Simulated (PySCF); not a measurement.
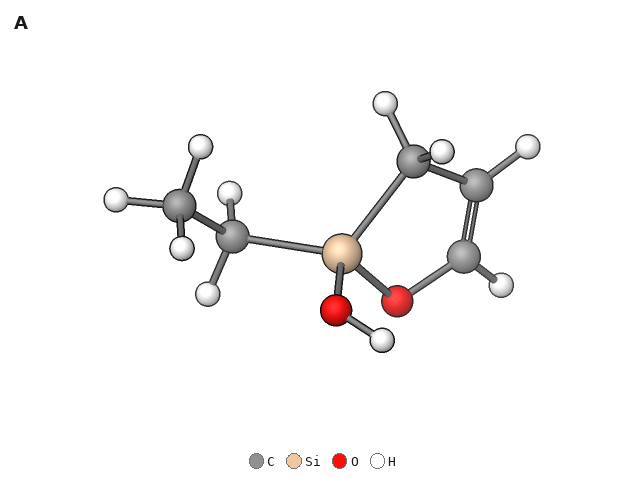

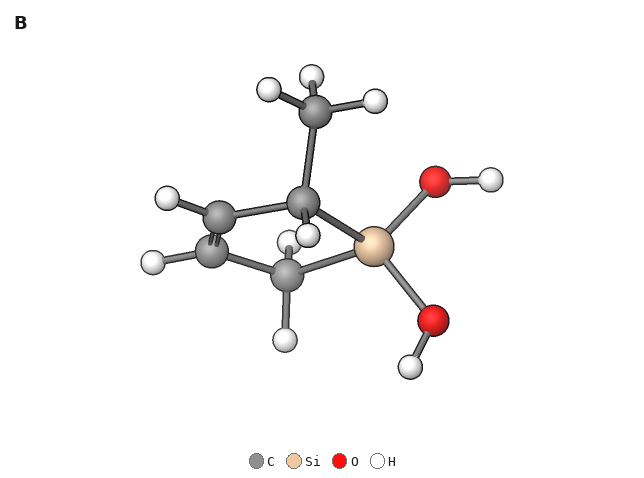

2 stationary structures of one formula. Geometries: GFN2-xTB. Electronic energies: PBE0/pcSseg-1 (PySCF 2.14.0), without zero-point energy. No frequency run is at hand to confirm each as a minimum. Each is one conformer, not always the lowest.

Question: Which is lowest in energy, and by how much?

Answer: B is lowest; A lies 18.4 kJ/mol above it. A is `CC[Si@]1(O)CC=CO1`, B is `C[C@H]1C=CC[Si]1(O)O`.

The geometry is semi-empirical. Around Si such bond lengths and angles can be off by a tenth of an ångström or more and by several degrees, and values that hang on the shape move with them.
